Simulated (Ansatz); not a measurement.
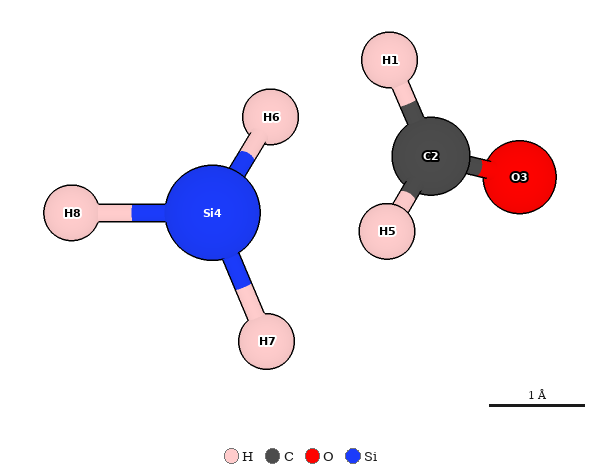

The input geometry (ball-and-stick view, seen at a tilt; atoms are numbered from 1 in the order of the input).

CH$_{5}$OSi: single-point calculation

The run: single-point calculation of CH$_{5}$OSi, multiplicity 2. Method and program: UKS PBE0-D4/def2-TZVPP (Ansatz 0.2.0).

The geometry is the reactant side of a reaction. The reaction was set up to form H1–Si4 and to break H1–C2 (atoms counted from 1 in the order of the input); sticks are drawn by distance alone. The geometry comes from this level: PBE0-D4/def2-TZVP.

**Input file**
```yaml
crystal:
  periodic: [false, false, false]
  atoms:
    - {symbol: H, position_ang: [0.950363, -1.776523, -0.379780]}
    - {symbol: C, position_ang: [0.746045, -1.045361, -1.187119]}
    - {symbol: O, position_ang: [1.551613, -0.222135, -1.520170]}
    - {symbol: Si, position_ang: [-0.731909, 0.764105, 1.038751]}
    - {symbol: H, position_ang: [-0.239478, -1.140228, -1.685019]}
    - {symbol: H, position_ang: [0.570879, 0.971727, 1.717452]}
    - {symbol: H, position_ang: [-0.996497, 1.795982, 0.006133]}
    - {symbol: H, position_ang: [-1.851019, 0.652433, 2.009752]}
basis:
  gaussian: {orbitals: def2-TZVPP}
magnetization: {spin_polarized: true, initial_magnetization: 1}
hamiltonian: {xc: pbe0, dispersion: d4}
output: {orbitals: {seedname: orbitals}}
```

Hardware: 4 threads of Arm Neoverse V2, 23 GiB of memory available, shared host.

Launched with:
```bash
ansatz run in.yaml --threads 4 --pin off --events-out ev --progress --plain --max-ram 9574MiB
```

**The program's output**
```
Functional definition: PBE0
  name "PBE0"
  cite "Adamo & Barone, J. Chem. Phys. 110, 6158 (1999) doi:10.1063/1.478522"
  cite "Perdew, Burke & Ernzerhof, Phys. Rev. Lett. 77, 3865 (1996) doi:10.1103/PhysRevLett.77.3865"
  parent pbe
  parameter a = 0.25
  parameter kappa = 0.804
  parameter beta = 0.06672455060314922
  exchange = (1 - a)*pbe_x(kappa = kappa, mu = beta*pi^2/3) + a*exact_x
  correlation = pbe_c(beta = beta)
917 factors; their error is unknown
mean field evaluation 1: about -11027.9802 eV, gradient 3.7e1 eV
mean field evaluation 2: about -10960.5029 eV, gradient 1.0e2 eV
mean field evaluation 4: about -11034.5886 eV, gradient 9.1e0 eV
mean field evaluation 8: about -11034.9971 eV, gradient 2.0e-1 eV
mean field evaluation 16: about -11035.0168 eV, gradient 5.7e-4 eV
mean field -11035.01677668 eV, -405.5293867399 hartree, gradient 1.9e-5 eV, S^2 0.753761; 0 other end points of the search recorded, 0 dependent functions left out
reference -11035.01681080 eV, -405.5293879937 hartree; 17, 16 occupied and 157, 158 virtual orbitals, 917 factors
Total energy: -11035.10843305 eV, -405.5327550493 hartree
```

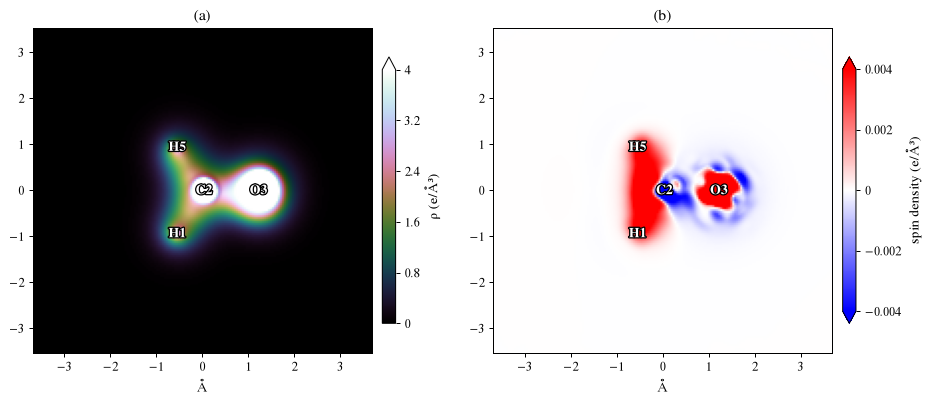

(a) electron density; (b) spin density on the plane of atoms H1, C2 and O3. Atoms in the plane: H, C and O. C–O (1.20 Å): ρ at the midpoint is about 3.5 e/Å³. The unpaired spin (1 electron) lies mostly on Si4 (about 0.8), in electrons by Hirshfeld's partition.

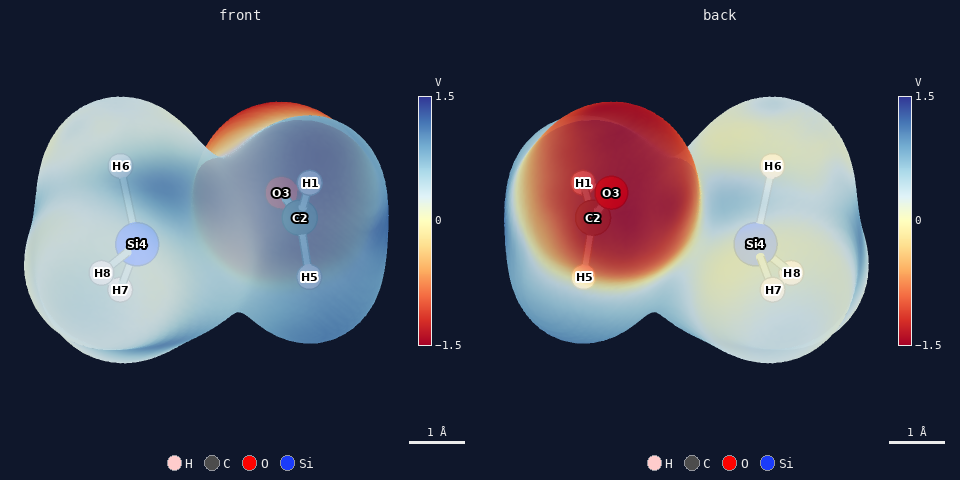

The electrostatic potential painted on the density surface at 0.002 e/bohr³, seen at a tilt and from behind; red is negative and blue positive.

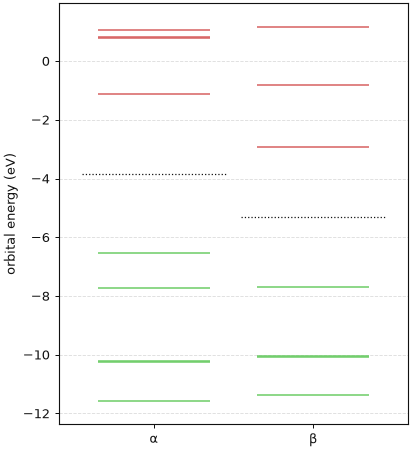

Orbital energies near the frontier for α and β spins; the dotted line parts filled from empty levels, and levels within 0.02 eV of each other stand side by side. α: highest filled −6.55 eV, lowest empty −1.13 eV, 5.42 eV apart; β: highest filled −7.70 eV, lowest empty −2.91 eV, 4.79 eV apart.

**Key numbers**

- outcome: converged
- total energy: −11035.1084 eV
- mean-field energy: −11035.0168 eV
- dispersion energy: −0.0916 eV
- ⟨S²⟩: 0.754
- SCF solution under orbital rotations: stable
- HOMO (either spin): −6.55 eV
- LUMO (either spin): −2.91 eV
- wall time: 1.9 s (CPU time 6.8 s)
- peak memory: 0.37 GiB
